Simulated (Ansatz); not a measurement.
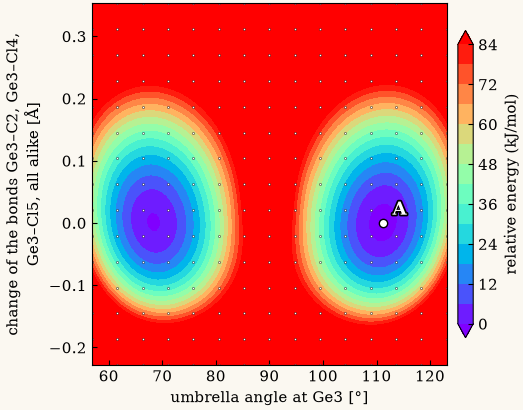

CCl2GeN, SMILES N#[C][Ge]([Cl])[Cl], spin multiplicity 2. First axis: umbrella angle at Ge3 (between each of its bonds and their common axis; 90 is planar). Second axis: change of the bonds Ge3–C2, Ge3–Cl4, Ge3–Cl5, all alike. Nothing is relaxed (all other coordinates rigid). Grid: 15 × 15 points. Points are written as (first, second). Energies are in kJ/mol, from the lowest grid point. Method: UKS PBE0-D4/def2-SVP (Ansatz 0.2.0).

Drawn: filled contours, dots at the grid points, one colour for all values above the top of the scale, the well A. Between grid points the surface is interpolated.

Q: Where is the minimum, and how stiff is the well along each coordinate? Take the well at A.

A: The interpolated minimum is at the first coordinate ≈ 111.2°, the second coordinate ≈ 0.000 Å. The curvatures there are about 23 eV/rad² and 52 eV/Å², with a cross term of about −3 eV/(rad·Å). Round the minimum the two coordinates are weakly coupled (coupling −0.10 in units of the two stiffnesses). (1 eV is 96.5 kJ/mol.)
